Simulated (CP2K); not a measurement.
Consider propiolic acid at its PBE geometry (Å).

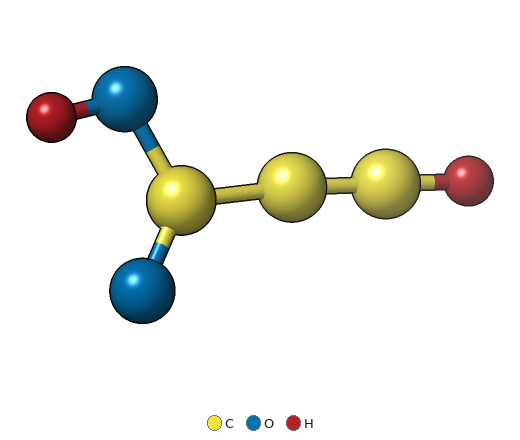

The molecule (carbon yellow, oxygen blue, hydrogen red).

```xyz
7

C     1.8594    0.1388    0.5195
C     0.7160    0.0559    0.1274
C    -0.6087   -0.0321   -0.4398
O    -1.5690   -0.1692    0.5259
O    -0.8482    0.0102   -1.6368
H     2.8698    0.2140    0.8649
H    -2.4194   -0.2176    0.0390
```

Method: CP2K XAS_TDP, all-electron GAPW, PBEh(45%), aug-cc-pVDZ, TDA, no relativity.

Q: Where do the O K-edge lines lie, and how strong are they?

Leading lines: O4 530.07 eV and O5 526.91 eV. The leading line of an atom is its first one with 35 % of the strongest within 2.5 eV of its lowest line over the strength cut. 

The first six lines of each atom with a strength over 0.0015:

```
                  atom  energy (eV)  states  strength, one atom
O4 (bonded to C and H)       530.07       1              0.0142
                             531.60       1              0.0207
                             533.19       1              0.0142
                             533.87       1              0.0027
                             534.43       1              0.0067
                             534.58       1              0.0052
      O5 (bonded to C)       526.91       1              0.0376
                             531.36       1              0.0080
                             531.84       1              0.0023
                             533.26       1              0.0027
                             533.51       1              0.0023
                             534.12       1              0.0043
```

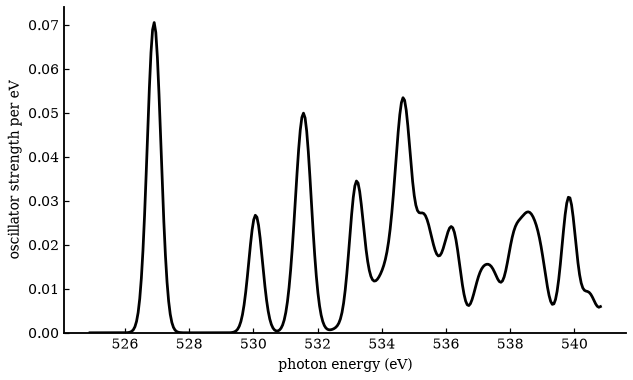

All atoms added, broadened by 0.5 eV.

Lines are vertical, at one geometry, with no vibrational structure. Without a correction of the core level, line positions, and the gaps between valence and Rydberg lines, follow the share of exact exchange. At this level such K lines come out 3 to 6 eV under measured ones. These values hold no scalar relativity, about 0.4 eV for O 1s. Rydberg lines, and the discretised continuum above threshold, depend on the basis and the box.

[Banner, clock and machine lines of the logs are left out without a mark of their own.]

[Logs are printed without paths, hosts, clocks, repeated set-up lines and the standing remarks that a program may print on its own settings, such as how far it seeks lower states.]

[Hosts, paths, dates, database ids (printed as entryN), source tags and the programs' standing remarks are cut or masked in the printed files.]
